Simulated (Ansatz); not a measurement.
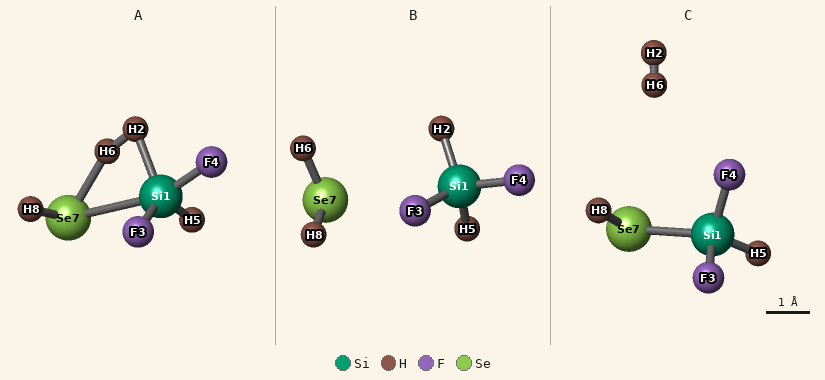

Three geometries of SiH$_{4}$SeF$_{2}$: a saddle point and the two minima that it joins, in shuffled order. A ball-and-stick model, seen at a tilt. Sticks join atoms that are closer than about 1.2 times the sum of their covalent radii (a little more with hydrogen).

Stationary points at PBE0-D4/def2-TZVP, single-point energies with CCSD(T)/CBS, wB97M-V, SPW92 (LDA), PBE-D4 (def2-TZVPP where no basis is named; Ansatz 0.2.0). The energies are electronic, without zero-point or thermal terms, and both ends are the minima reached downhill from the saddle, with any fragments still in contact. CCSD(T)/CBS stands for a frozen-core estimate: MP2 correlation extrapolated from def2-TZVPP and def2-QZVPP, CCSD(T) minus MP2 from the smaller set.

Identify the saddle point and describe the reaction.

Frame A is the saddle point. Counted by bonded pieces, B holds H₂Se + SiH₂F₂ and C holds H₂ + SiH₂SeF₂. From B over the saddle to C, bonds form: Si1–Se7 (3.62 → 2.56 → 2.25 Å), H2–H6 (3.34 → 0.95 → 0.75 Å). Bonds break: Si1–H2 (1.47 → 1.69 → 4.56 Å), H6–Se7 (1.47 → 1.89 → 3.41 Å). The saddle has one imaginary mode, 916i cm⁻¹. With CCSD(T)/CBS the barrier is 46.3 kcal/mol from B and 54.4 kcal/mol from C, and C lies 8.1 kcal/mol below B.

```tsv
level	barrier from B (kcal/mol)	barrier from C (kcal/mol)	C less B (kcal/mol)
CCSD(T)/CBS	46.3	54.4	−8.1
wB97M-V	45.8	53.4	−7.6
SPW92 (LDA)	28.5	36.1	−7.6
PBE-D4	35.5	44.7	−9.2
```

Against CCSD(T)/CBS, wB97M-V comes closest on the barrier from B (−0.5 kcal/mol) and SPW92 (LDA) misses most (−17.8 kcal/mol).

Limits of the set-up: the start holds two separate molecules, 3.0 Å apart at their closest, whose relative position is a soft coordinate.
